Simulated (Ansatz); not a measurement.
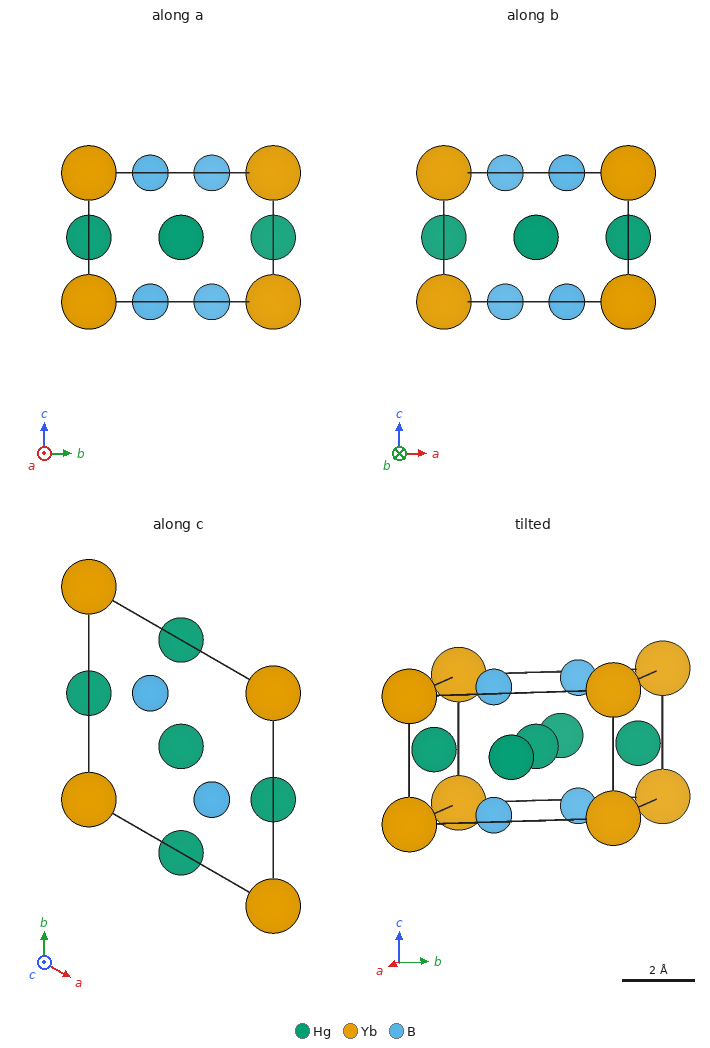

Drawn in the spheres-only manner and seen along the a axis, along the b axis, along the c axis and slightly off an axis. Thin lines show the conventional unit cell, with boundary atoms drawn in all their periodic places.

Lattice parameters: a = 5.9430 Å, b = 5.9430 Å, c = 3.6004 Å, α = 90.000°, β = 90.000°, γ = 120.000°.

> Reconstruct the structure as a CIF with its space group and independent sites.

```cif
data_structure
_symmetry_space_group_name_H-M 'P 6/m m m'
_symmetry_Int_Tables_number 191
_cell_length_a 5.9430
_cell_length_b 5.9430
_cell_length_c 3.6004
_cell_angle_alpha 90.000
_cell_angle_beta 90.000
_cell_angle_gamma 120.000
_cell_volume 110.13
loop_
_atom_site_label
_atom_site_type_symbol
_atom_site_symmetry_multiplicity
_atom_site_Wyckoff_symbol
_atom_site_fract_x
_atom_site_fract_y
_atom_site_fract_z
_atom_site_occupancy
Hg1 Hg 3 g 0.5000 0.0000 0.5000 1
Yb1 Yb 1 a 0.0000 0.0000 0.0000 1
B1 B 2 c 0.3333 0.6667 0.0000 1
```

Where the cell comes from: a generated cell, made by putting these elements into a known structure type (the compound may or may not exist in this form). No relaxation was applied. A calculation with Ansatz used it as input.
